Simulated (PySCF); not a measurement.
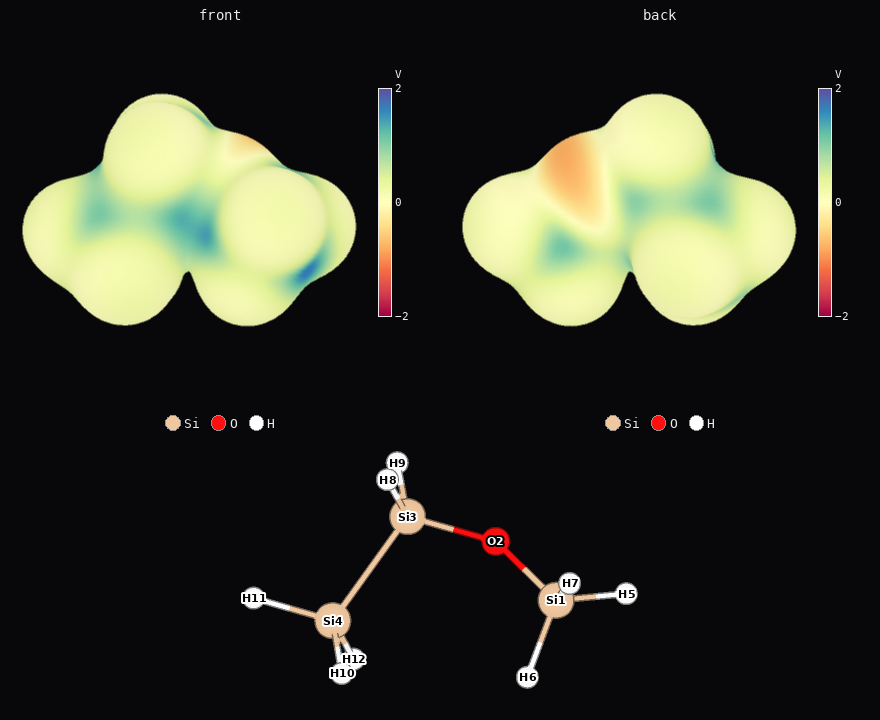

Figure. H8OSi3 (SMILES [SiH3]O[SiH2][SiH3]). The electrostatic potential painted on the density surface at 0.002 e/bohr³, seen from the front and from behind; red is negative and blue positive. The bare structure is drawn below in the same view.

Geometry: PBE0-D3(BJ)/def2-SVP.

Level of theory: DFT single point, gas phase, functional M06-2X in PySCF.

```xyz
12

Si    2.1366   -0.2730    0.5851
O     1.0541   -0.4426   -0.6582
Si   -0.3870    0.0989   -1.2883
Si   -2.0268    0.1537    0.3924
H     3.0934   -1.4131    0.5383
H     1.4160   -0.2769    1.8958
H     2.8836    1.0137    0.4503
H    -0.2102    1.4674   -1.8698
H    -0.7921   -0.8289   -2.3850
H    -1.6344    1.1157    1.4692
H    -3.3373    0.5882   -0.1850
H    -2.1907   -1.2016    1.0032
```

Question: Describe the electrostatic potential map.

Answer: The most negative region (about −0.8 V) lies over O2, the most positive (about +1.5 V) over Si1 and Si3.

Question: How polar is the molecule by this calculation?

Answer: Its dipole moment is 0.30 D.
